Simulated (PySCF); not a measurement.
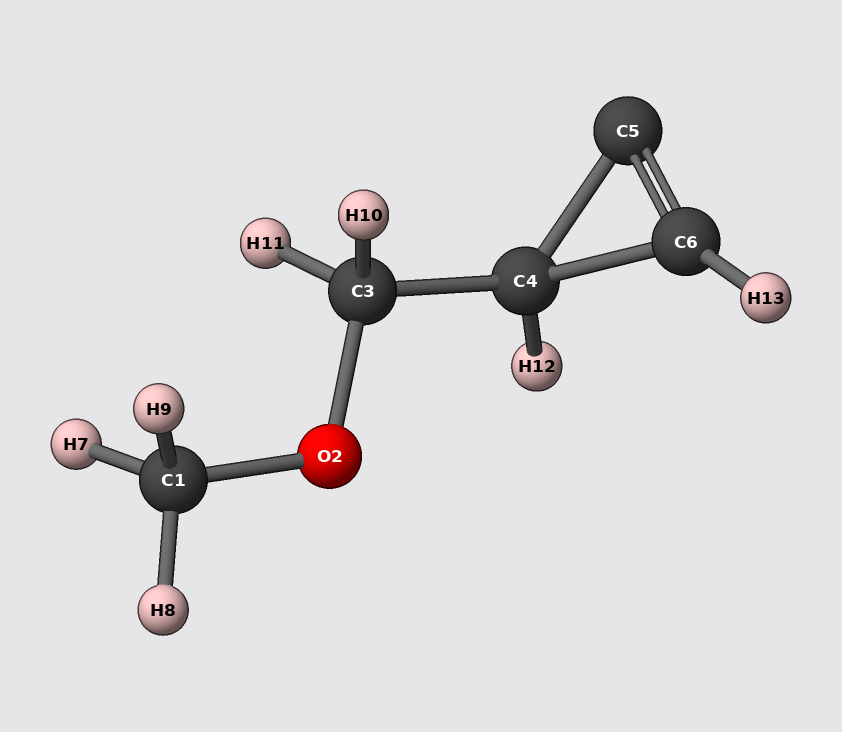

The questions are on Mulliken spin populations. Charge 0, doublet. Computed geometry: GFN2-xTB optimisation. No frequency run is at hand to confirm it as a minimum. Properties computed with UKS B3LYP, pcH-1 on C H O, non-relativistic (PySCF 2.14.0).

Give the Mulliken spin populations atom by atom.

| atom | value (e) |
| --- | --- |
| C1 | 0.00 |
| O2 | 0.00 |
| C3 | −0.02 |
| C4 | 0.30 |
| C5 | 0.66 |
| C6 | 0.05 |
| H7 | 0.00 |
| H8 | 0.00 |
| H9 | 0.00 |
| H10 | 0.00 |
| H11 | 0.02 |
| H12 | −0.01 |
| H13 | 0.00 |

Mulliken values depend strongly on the basis set.
